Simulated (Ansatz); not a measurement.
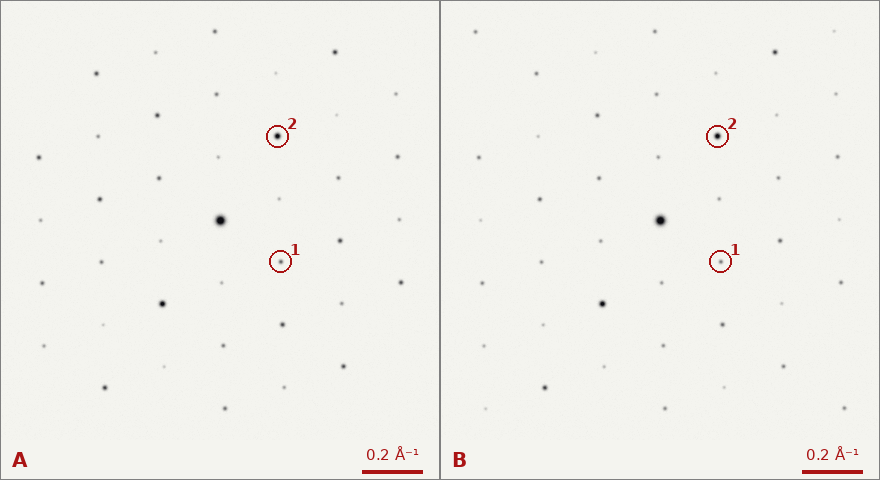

Kinematic electron diffraction patterns (200 kV, B = 0.5 Å², same scale) along [111] of the run's own cell, for the start and the end of one relaxation of K4AlSb2 with DFT, PAW plane waves, r2scan in Ansatz. k mesh 6×6×6. The start is a generated model structure, and the relaxation ends in the nearest stationary point of its symmetry, not necessarily the ground state. Spot 1 is -1 -1 2 and spot 2 is 1 -1 0 in both.

Start structure:

```
Al K Sb
1.0
     2.93358    5.08111    0.00000
    -2.93358    5.08111    0.00000
     0.00000   -3.38740    8.88228
Al K Sb
1 4 2
Direct
  0.00000 0.00000 0.00000
  0.37615 0.37615 0.12845
  0.62385 0.62385 0.87155
  0.20833 0.20833 0.62499
  0.79167 0.79167 0.37501
  0.07985 0.07985 0.23955
  0.92015 0.92015 0.76045
```

**Which pattern belongs to the start structure, and which to the relaxed one?**

B is the start: its cell gives d(1) = 4.040 Å, d(2) = 2.934 Å and an angle of 90.0°. The spot positions hardly differ, so the intensities decide: those computed from the start structure match B, and A is the relaxed structure.

**Name reflections whose intensity changes strongly on relaxation.**

1 2 -3 goes from 9.9 to 20 % of the strongest spot.

**Summarise the relaxation behind the change.**

The cell was held fixed; with the mean shift removed, the atoms moved by up to 0.37 Å relative to the cell (Sb most); the space group stayed R-3m (No. 166); the free energy fell by 300 meV an atom.
